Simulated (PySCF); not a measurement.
# F3H3OSiSn ((F)3Sn-O-SiH3): the cost of one run

Programs: PySCF 2.14.0, with routines of our own; each step states its level. All values are computed. Atoms count from 0.

## (1) The starting structure

9 atoms, charge 0, multiplicity 1; geometry from: GFN2-xTB.

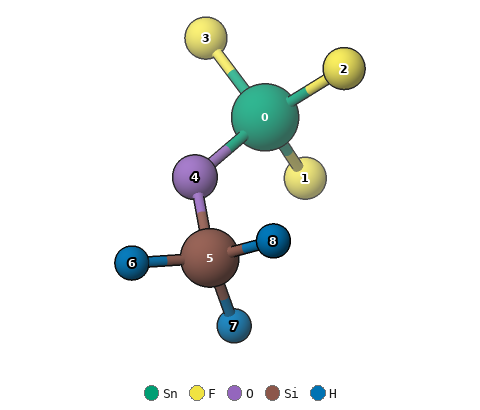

The starting geometry (tin teal, fluorine yellow, oxygen purple, silicon brown, hydrogen blue); sticks join atoms by distance alone.

## (2) Relaxing the molecule at PBE0-D3(BJ)/def2-SVP

The job: settings as JSON, then the geometry in Å.

```
{"job": {"xc": "PBE0", "basis": "def2-SVP", "d3": "d3bj", "grid": 1, "maxiter": 30, "shake": 0.03, "kind": "geom"}, "charge": 0, "multiplicity": 1}
Sn    -0.620490     0.241650     1.359620
F      0.547760     1.622780     1.950040
F     -0.337960    -1.287950     2.285680
F     -2.326660     0.880420     1.849410
O     -0.584900     0.044370    -0.542830
Si     0.648420    -0.322050    -1.551730
H     -0.124440    -0.301310    -2.751810
H      1.757710     0.694330    -1.486710
H      1.173290    -1.641670    -1.137330
```

Command:

```console
> OMP_NUM_THREADS=1 python heavy_run.py task.json out
```

The driver reads the jobs from task.json and runs them one after another.

Q: Estimate the wall time and peak memory of this first job on 1 thread of Arm Neoverse V1, shared host.

About 84 s, with a peak of 0.46 GiB.
